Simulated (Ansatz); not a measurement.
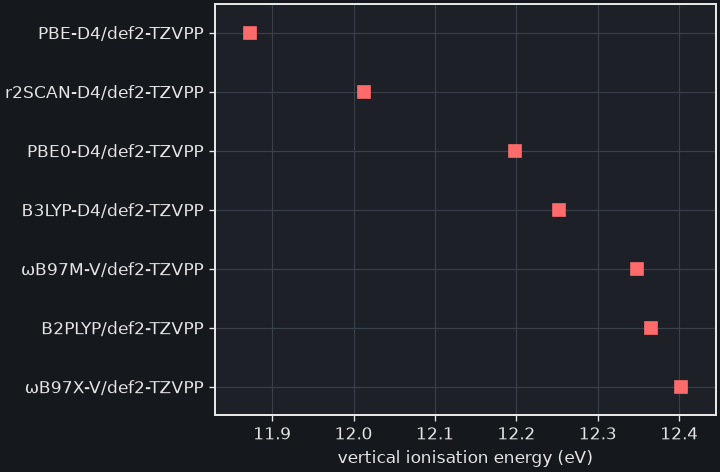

Vertical ionisation energy of C₂H₆, SMILES CC, taken as the energy of the cation less that of the neutral at fixed geometry (unrestricted doublet cation, cores frozen in correlated methods, no spin-orbit coupling), the Ansatz code, at a PBE0-D4/def2-TZVP geometry (a minimum by its frequencies).

Q: What range do the values span?

A: From 11.87 eV (PBE-D4/def2-TZVPP) to 12.40 eV (ωB97X-V/def2-TZVPP).

Q: Give the values.

A:
```csv
level,eV
PBE-D4/def2-TZVPP,11.87
r2SCAN-D4/def2-TZVPP,12.01
PBE0-D4/def2-TZVPP,12.20
B3LYP-D4/def2-TZVPP,12.25
ωB97M-V/def2-TZVPP,12.35
B2PLYP/def2-TZVPP,12.37
ωB97X-V/def2-TZVPP,12.40
```
